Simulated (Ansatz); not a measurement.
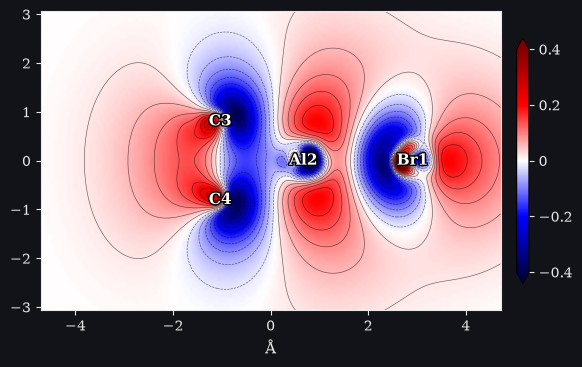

The picture shows: C$_{2}$H$_{4}$AlBr (SMILES [Br][Al]1[CH2][CH2]1). One frontier orbital on the plane of atoms Br1, Al2 and C3 (values in Å⁻³ᐟ²; the overall sign is arbitrary).

Geometry: PBE0-D4/def2-TZVP.

The calculation used Ansatz, RKS PBE0-D4/def2-TZVPP.

```xyz
8

Br   -0.7804   -0.6695    3.2921
Al   -0.2681   -0.2413    1.1587
C     0.4856    0.7699   -0.2477
C    -0.2393   -0.5975   -0.6962
H     1.5560    0.7922   -0.4451
H     0.0183    1.6718   -0.6395
H    -1.1093   -0.4520   -1.3342
H     0.4294   -1.3308   -1.1440
```

**Which orbital is it: HOMO or LUMO?**

The LUMO, at −1.10 eV. It lies mainly on Al2 (about 50 %), Br1 (about 25 %), C3 (about 10 %) and C4 (about 10 %).
